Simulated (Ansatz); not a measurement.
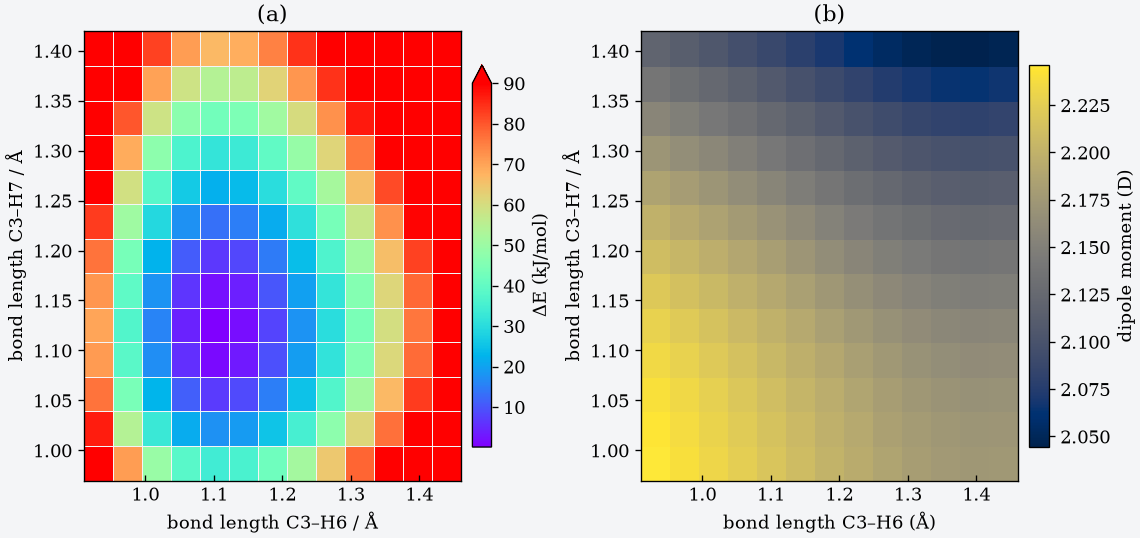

CH₄AlClSi, SMILES Cl[SiH]1[CH2][AlH]1. The first coordinate is: bond length C3–H6; the second: bond length C3–H7. Nothing is relaxed (all other coordinates rigid). Grid: 13 × 13 points. All energies are given in kJ/mol relative to the relaxed molecule at the same level. Computed with RKS PBE-D4/def2-SVP (Ansatz 0.2.0).

Panel (a) is the energy; panel (b) is the computed dipole moment, in D.

The picture shows one coloured cell a grid point, one colour for all values above the top of the scale.

**How does the dipole moment vary over the map, and what is it at the lowest grid point?**

Leaving out the highest fifth of the energies, it runs from 2.06 D at bond length C3–H6 = 1.228 Å, bond length C3–H7 = 1.402 Å to 2.24 D at bond length C3–H6 = 0.931 Å, bond length C3–H7 = 1.022 Å. At the lowest grid point, bond length C3–H6 = 1.101 Å, bond length C3–H7 = 1.125 Å, it is 2.20 D.
